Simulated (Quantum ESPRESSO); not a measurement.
# Convergence study of shifted k-point meshes for MgB2 (P6mm, 3 atoms in the cell)

```
CELL_PARAMETERS angstrom
      3.10545     0.00000     0.00000
     -1.55272     2.68940     0.00000
      0.00000     0.00000     3.53760
ATOMIC_POSITIONS crystal
  Mg 0.00000 0.00000 0.01413
  B  0.33333 0.66667 0.50000
  B  0.66667 0.33333 0.50000
```

Method of the run: PBEsol, PseudoDojo standard norm-conserving (PBESOL) pseudopotentials (plane waves; Quantum ESPRESSO).

Base settings: ecutwfc = 85 Ry; occupations = smearing; smearing = fd; degauss = 0.0073499 Ry; potentials = {Mg: Mg.upf, B: B.upf}; K_POINTS = automatic 8 8 7 0 0 0; conv_thr = 1e-10 Ry; mixing_beta = 0.5.

Only quantities that move along the ladder and can be compared are tabulated.

The count of work is k-points × plane waves × bands × iterations; it is no time. Core times come from one kind of shared machine, to one figure; runs under 30 s give none.

The starting cell has typed, rounded lattice constants, without a prior relaxation at this level. Its lattice was rescaled by up to half a per cent. One atom was moved a little off its site on purpose. In the base run, with a pressure of about -5 GPa the cell is away from its equilibrium volume at this level.

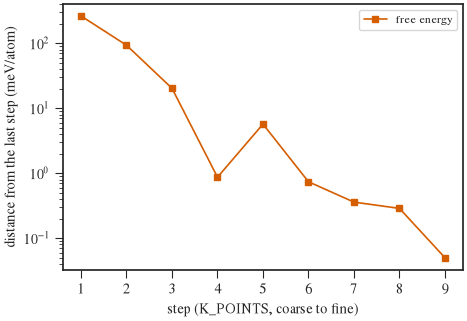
Distance from the last step along the ladder; very small values are drawn at a floor.

| K_POINTS | free energy less the last step's (meV/atom) | pressure (GPa) | largest difference of a force vector from the last step's (eV/Å) | count of work / last | core time / last (rough) |
|---|---|---|---|---|---|
| automatic 2 2 2 1 1 1 | -264.98 | -6.11 | 0.045 | 0.0023 | – |
| automatic 3 3 2 1 1 1 | -93.76 | -4.86 | 0.039 | 0.0041 | – |
| automatic 3 3 3 1 1 1 | -20.36 | -4.83 | 0.015 | 0.0091 | – |
| automatic 5 5 4 1 1 1 | 0.87 | -5.15 | 0.010 | 0.019 | – |
| automatic 7 7 5 1 1 1 | 5.72 | -5.17 | 0.004 | 0.050 | – |
| automatic 9 9 7 1 1 1 | -0.74 | -5.20 | 0.001 | 0.11 | 0.1 |
| automatic 11 11 8 1 1 1 | 0.36 | -5.16 | 0.001 | 0.15 | – |
| automatic 13 13 10 1 1 1 | -0.29 | -5.16 | 0.000 | 0.28 | 0.2 |
| automatic 16 16 12 1 1 1 | 0.04 | -5.16 | 0.000 | 0.45 | 0.3 |
| automatic 21 21 16 1 1 1 | 0.00 | -5.16 | 0.000 | 1.0 | 1 |

Coarsest K_POINTS that holds the forces within 0.02 eV/Å of the last step, with all finer ones: automatic 3 3 3 1 1 1, at 0.0091 of the last step's count of work; the step before is off by 0.039 eV/Å.

Coarsest K_POINTS that holds the free energy within 1 meV/atom of the last step, with all finer ones: automatic 9 9 7 1 1 1, at 0.11 of the last step's count of work and about 0.1 of the last step's time; the step before is off by 5.7 meV/atom.

Coarsest K_POINTS that holds the pressure within 0.2 GPa of the last step, with all finer ones: automatic 5 5 4 1 1 1, at 0.019 of the last step's count of work; the step before is off by 0.34 GPa.

Two neighbours can agree and both be off: automatic 3 3 2 1 1 1 and automatic 3 3 3 1 1 1 differ by 0.03 GPa in the pressure, yet lie about 0.34 GPa from the last step.
